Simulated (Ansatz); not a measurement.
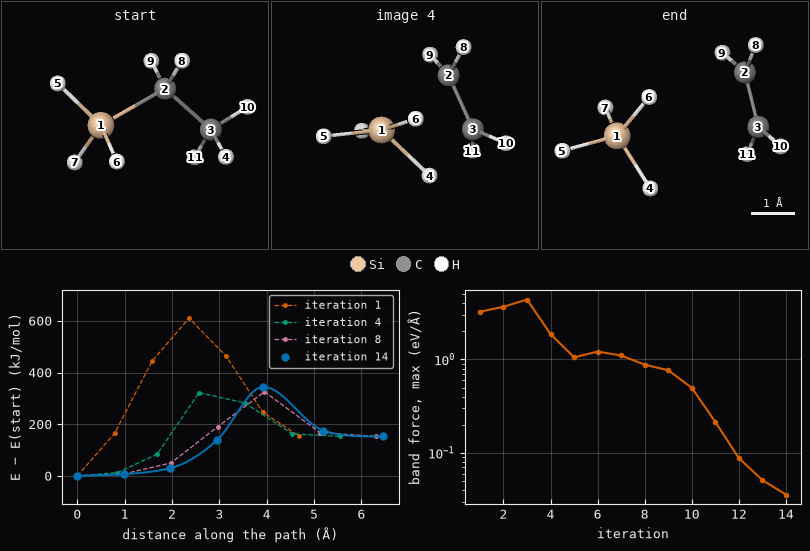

A nudged-elastic-band calculation for C$_{2}$H$_{8}$Si. Images are numbered from 0 (start) to 6 (end). The plot follows the band through its iterations. The picture is a ball-and-stick view, seen at a tilt.

Theory: Ansatz 0.2.0, RKS PBE0-D4/def2-SVP. Set-up: 5 movable images; climbing image.

### Did the band converge, and can the barrier be trusted?

The run is converged, with reservations. The band converged in 14 iterations. The largest component of the band force went from 3.2 to 0.036 eV/Å. The climbing image converged on the top of the path. Its curvatures weren't checked. The largest force component is 0.27 eV/Å at the start and 0.35 eV/Å at the end; an end with forces this large is no minimum, and the barrier measured from it can be far off. The first iteration put the highest image at 610.3 kJ/mol. The energy climbs by 344.7 kJ/mol to image 4 and then falls by 191.8 kJ/mol, so the end point sits at +153.0 kJ/mol.

The run took 85 s on 2 threads of Intel Xeon 6975P-C, with other jobs on the host.
